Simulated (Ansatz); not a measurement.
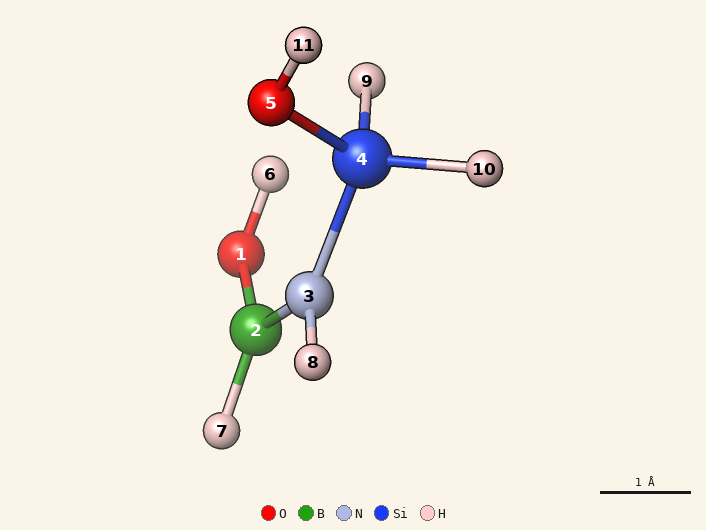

Orthographic view. Depth is shown by fading: the farther an atom, the more it takes the colour of the background. The computed structure is the end point of a PBE0-D4/def2-TZVP optimisation. No frequency run is at hand to confirm it as a minimum.

Write a Z-matrix (Å, degrees) in the order of the atom numbers, with these reference atoms: 2 to 1; 3 to 2, 1; 4 to 3, 2, 1; 5 to 4, 3, 2; 6 to 1, 2, 3; 7 to 2, 1, 6; 8 to 3, 2, 7; 9 to 4, 5, 3; 10 to 4, 9, 6; 11 to 5, 4, 10.

```
O  
B    1   1.360
N    2   1.427   1   123.9
Si   3   1.716   2   129.9   1     2.3
O    4   1.643   3   109.4   2   108.4
H    1   0.962   2   114.2   3     0.4
H    2   1.198   1   116.7   6  -179.4
H    3   1.010   2   113.9   7    -1.0
H    4   1.490   5   111.1   3   117.5
H    4   1.487   9   109.4   6   133.2
H    5   0.958   4   117.8  10    33.6
```
